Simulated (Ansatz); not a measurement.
The starting structures come from a database of crystals and need not be the phases stable at ambient conditions.

 Where the default PAW files enter, the runs use the earlier of Ansatz's two default sets.

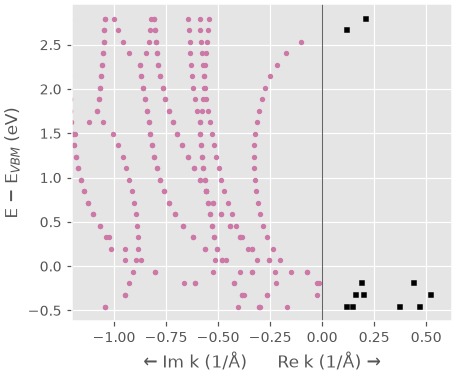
Figure: Complex bands at the centre of the two-dimensional zone; PBEsol (Ansatz, an electronic-structure program)

No gap correction and no spin-orbit coupling; mid-gap values are interpolated between computed energies.

**Question.** This is Li8PbO6 (R-3, not sure to be the ambient phase, 15 atoms a cell, 9.1 Å³ an atom) along the normal of (101). Read off the slowest decay at the centre of the two-dimensional zone at 1.24 eV, the computed energy nearest the middle of the gap.

**Answer.** κ ≈ 0.33 1/Å, a decay length 1/(2κ) of the density of 1.5 Å.
